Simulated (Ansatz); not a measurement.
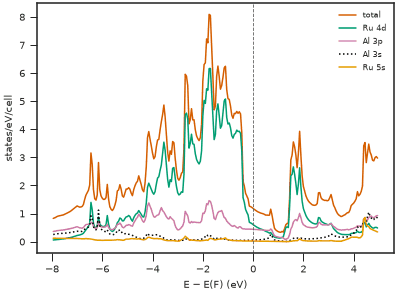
Total and projected density of states of Al₃Ru₂ in space group I4/mmm (No. 139; Al on 2a, Al on 4e, Ru on 4e), DFT-r²SCAN in the program Ansatz with PAW potentials

Problem. Which orbitals carry the states next to the Fermi level?

Solution. Within 0.5 eV of the Fermi level: Ru 4d 63 %, Al 3p 28 %. Projections are on Löwdin-orthogonalised atomic valence shells; empty p or d shells of many metals are not among them.

Problem. Where is the tallest occupied peak in this window, and what makes it?

Solution. Near -1.8 eV, about 8.1 states/eV per cell; the largest projected share is Ru 4d.

The first step of the workflow began from a Materials Project structure, measured or hypothetical; the Crystallography Open Database copy checked does not list it. Its standing as an ambient phase is unchecked. Symmetry was held in the r²SCAN relaxation; its stability against distortions is not shown here. The run is not spin-polarised. Scalar-relativistic: spin–orbit coupling is off unless named, which matters more the heavier the elements.

Potentials: the later of the program's two PAW sets.
